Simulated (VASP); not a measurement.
Input:

```yaml
crystal:
  lattice:
    - [3.88574, 0.00000, 0.00000]
    - [0.00000, 3.88574, 0.00000]
    - [0.00000, 0.00000, 3.88574]
  atoms:
    - { symbol: K, position: [0.00000, 0.00000, 0.00000] }
    - { symbol: Os, position: [0.50000, 0.50000, 0.50000] }
    - { symbol: O, position: [0.50000, 0.50000, 0.00000] }
    - { symbol: O, position: [0.00000, 0.50000, 0.50000] }
    - { symbol: O, position: [0.50000, 0.00000, 0.50000] }
```

These are PBEsol GGA, VASP's PBE PAW potentials (set 64) (plane waves; VASP 6.6.1) values and carry that method's errors. Numerical set-up: 520 eV cut-off, 9×9×9 Γ-centred mesh, tetrahedra with Blöchl corrections, potentials K_sv Os O.

Unless said otherwise, spin-orbit coupling is left out, though it shifts the bands of the heavy elements here.

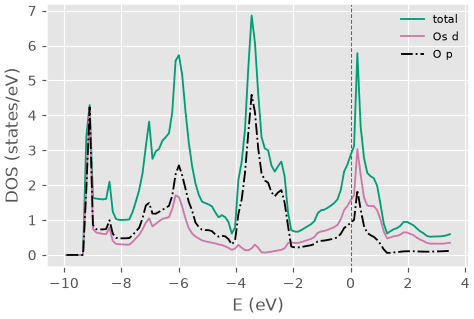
Figure. Total and projected density of states, zero at the Fermi level

Within 2 eV below the Fermi level the largest weight inside VASP's projection spheres is Os d, then O p.

It has no gap at this level: it comes out as a metal or semimetal.

The structure comes from a computed database's KOsO3 entry (Pm-3m); how it stands against other phases isn't given here. It was relaxed first. The electron count is odd and the run is not spin-polarised, which forces a metal.
